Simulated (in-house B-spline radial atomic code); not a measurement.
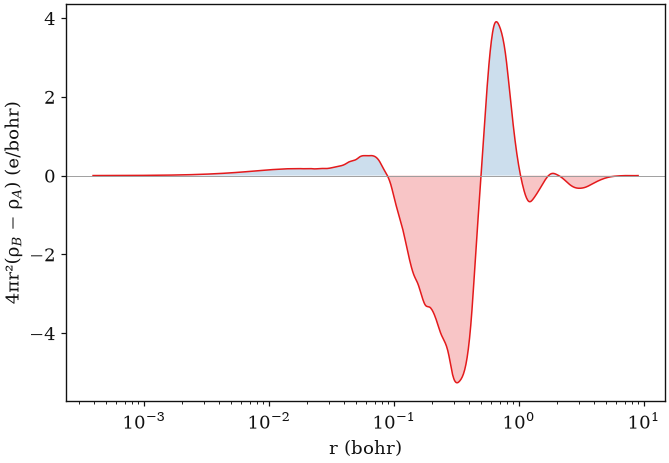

Two charge states of antimony were computed: Sb²⁺ in [Ar] 3d8 4s2 4p6 4d10 5s2 5p3 (3d3/2: 2, 3d5/2: 6, 5p1/2: 1, 5p3/2: 2); Sb⁺ in [Ar] 3d10 4s1 4p6 4d10 5s2 5p3 (open shells shared over both j by 2j + 1). Theory: Dirac-Hartree-Fock, average of configuration, Fermi nucleus, basis-set limit (computed with an in-house B-spline radial code).

The plot shows the radial density of run B less that of run A; on the logarithmic r axis, areas aren't charges.

Which run is A and which is B? Where does the charge move?

Answer. A is Sb⁺ in [Ar] 3d10 4s1 4p6 4d10 5s2 5p3 (open shells shared over both j by 2j + 1); B is Sb²⁺ in [Ar] 3d8 4s2 4p6 4d10 5s2 5p3 (3d3/2: 2, 3d5/2: 6, 5p1/2: 1, 5p3/2: 2). B holds 1.2 electrons more than A where the difference is positive (most at r = 0.66 bohr) and 2.2 electrons fewer where it is negative (most at r = 0.32 bohr), a net change of −1. The energy of B less that of A is 967.1 eV.
